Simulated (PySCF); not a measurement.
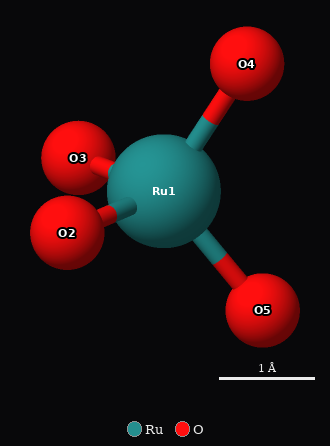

The structure (ball-and-stick view, seen on its broad side; atoms are numbered from 1 in the order of the input). Sticks mark near contacts.

## RuO4: frequency calculation

- system: RuO4
- method: RKS-based PBE0, Ru def2-SVP with ECP28, O def2-SVP; non-relativistic Hamiltonian with a scalar-relativistic core potential; density fitting (PySCF 2.14.0)

Input file
```python
from pyscf import gto, scf, dft
mol = gto.M(atom='''
Ru     0.000000     0.000000     0.000000
O      1.358548    -0.000041     0.960639
O     -1.358548    -0.000000     0.960639
O      0.000020     1.358569    -0.960610
O     -0.000020    -1.358528    -0.960668''',
    basis={'Ru': 'def2-SVP', 'O': 'def2-SVP'},
    ecp={'Ru': 'def2-SVP'},
    charge=0, spin=0)
mf = dft.RKS(mol, xc='PBE0')
mf.grids.atom_grid = (75, 302)
aux = {'Ru': 'def2-universal-JKFIT', 'O': 'def2-universal-JKFIT'}
mf = mf.density_fit(auxbasis=aux)
mf.conv_tol = 1e-09
mf.diis_space = 10
mf.max_cycle = 60
mf.verbose = 4
mf.kernel()
```

The script is an equivalent of the set-up of the self-consistent field. The run itself was carried out by a driver, which started from the orbitals of the step before it where there was one and computed the further properties.

Machine: 2 threads of Arm Neoverse N1, 16 GiB of memory available, shared host.

Launch command:
```bash
OMP_NUM_THREADS=2 python axn.py task.json out
```

What the program printed
```
init E= -395.124002744439
  HOMO = -0.385461550194484  LUMO = -0.186370313303119  gap/eV = 5.41755
cycle= 1 E= -395.124002743262  delta_E= 1.18e-09  |g|= 7.83e-05  |ddm|= 6.22e-05
  HOMO = -0.385455028196684  LUMO = -0.186369958675637  gap/eV = 5.41738
cycle= 2 E= -395.124002720238  delta_E= 2.3e-08  |g|= 0.000346  |ddm|= 0.000275
  HOMO = -0.385462311771432  LUMO = -0.186370195375407  gap/eV = 5.41757
cycle= 3 E= -395.124002744498  delta_E= -2.43e-08  |g|= 1.39e-06  |ddm|= 0.000224
  HOMO = -0.385462302132796  LUMO = -0.186370236497752  gap/eV = 5.41757
cycle= 4 E= -395.1240027445  delta_E= -1.82e-12  |g|= 3.8e-09  |ddm|= 8.14e-07
  HOMO = -0.385462302100692  LUMO = -0.186370236427377  gap/eV = 5.41757
Extra cycle  E= -395.124002744502  delta_E= -1.59e-12  |g|= 8.81e-09  |ddm|= 7.76e-09
converged SCF energy = -395.124002744502
```

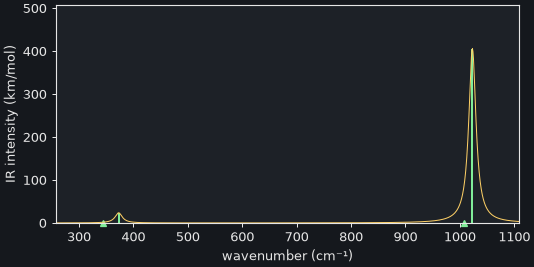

Harmonic infrared spectrum, unscaled: sticks (degenerate modes added up, dark ones marked on the axis) with a Lorentzian envelope of 16 cm⁻¹ full width, scaled to the tallest stick. 9 modes from 343 to 1023 cm⁻¹, none imaginary. The strongest line is at 1023 cm⁻¹ (406 km/mol). All modes, in cm⁻¹ (km/mol): 343 (0.0), 343 (0.0), 373 (7.9), 373 (7.9), 373 (7.9), 1007 (0.0), 1023 (135), 1023 (135), 1023 (135).

Results in brief

- outcome: converged
- total energy: −395.124003 hartree
- HOMO: −10.49 eV
- LUMO: −5.07 eV
- zero-point energy: 0.013398 hartree
- dipole moment: 0.00 D
- wavenumbers, lowest and highest: 343 and 1023 cm⁻¹
- wall time: 30 s (CPU time 56 s)
- peak memory: 1.2 GiB
